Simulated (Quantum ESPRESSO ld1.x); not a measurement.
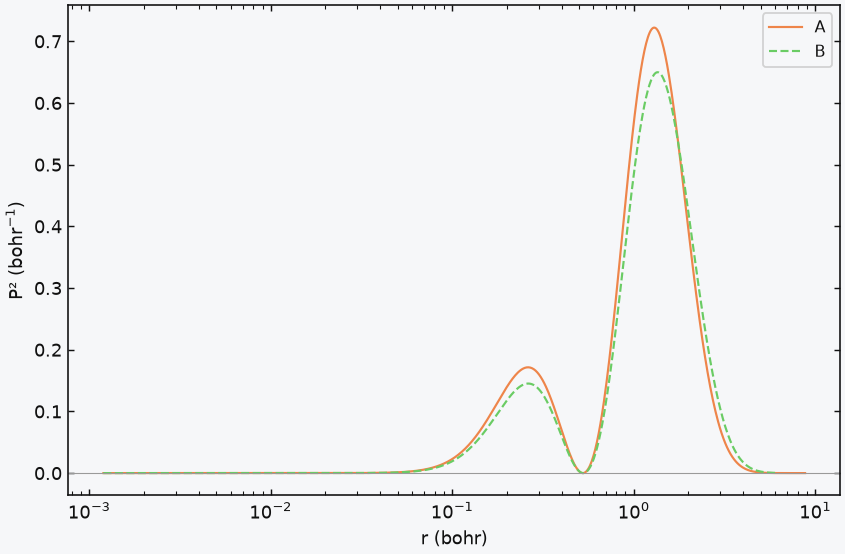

Mo²⁺ (Z = 42, 40 electrons) was computed in two configurations: [Kr] 4d2 5s2 (high spin); [Kr] 4d4 (high spin). All numbers are computed, not measured: scalar-relativistic Kohn-Sham, LDA (Slater exchange, Perdew-Wang correlation), spin-polarised, spherical densities, point nucleus (Quantum ESPRESSO ld1.x 7.5).

The plot shows P² of the 4d up orbital in both runs (large components where relativistic).

Which curve belongs to which run?

A is [Kr] 4d2 5s2 (high spin) (⟨r⟩ = 1.59 bohr, eigenvalue −27.7 eV); B is [Kr] 4d4 (high spin) (⟨r⟩ = 1.72 bohr, eigenvalue −22.0 eV). The orbital is smaller where the other electrons screen the nucleus less.
